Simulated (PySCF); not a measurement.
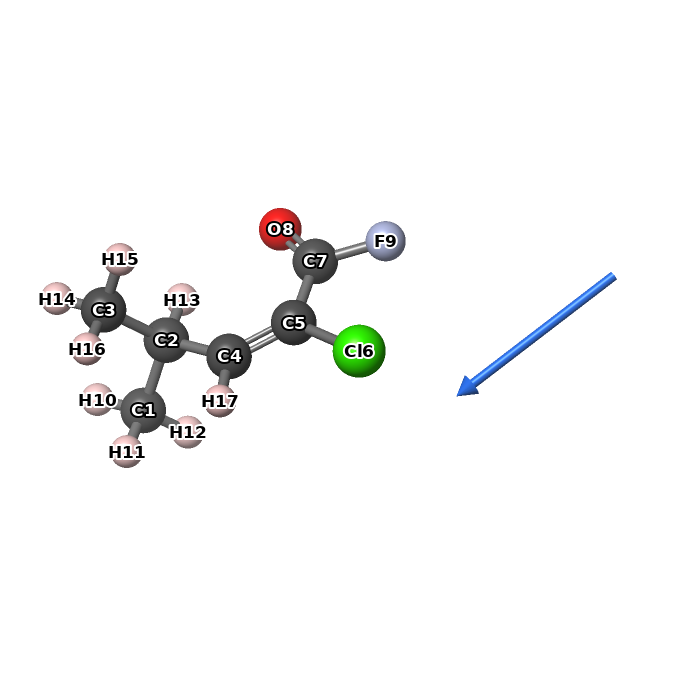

The arrow beside the molecule shows the direction of the dipole moment, from the negative to the positive end (its length means nothing). Computed geometry: GFN2-xTB optimisation. No frequency run is at hand to confirm it as a minimum. Method: PBE0/pcSseg-1, gas phase (PySCF 2.14.0).

### How large is the dipole moment?

3.50 D; it points from the side of F9 to the side of H11 (the outermost atoms at the two ends).
